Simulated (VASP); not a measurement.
Band structure of CdO (rock salt). These are PBE GGA, VASP's PBE PAW potentials (set 64) (plane waves; VASP) values and carry that method's errors.

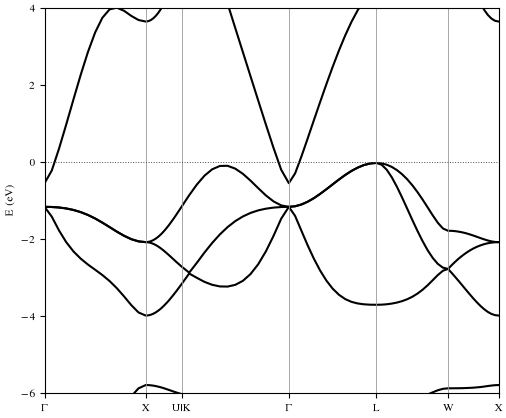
Fig. 1. Bands along high-symmetry lines, zero at the valence-band maximum or, without a gap, the Fermi level

Q: Read the plot: is there a gap, and where are the band edges?

A: It has no gap at this level: it comes out as a metal or semimetal. (Edges off the drawn lines would not show.)

The compound is CdO in the rock salt structure. It was relaxed first, which changed the volume by +5 %.
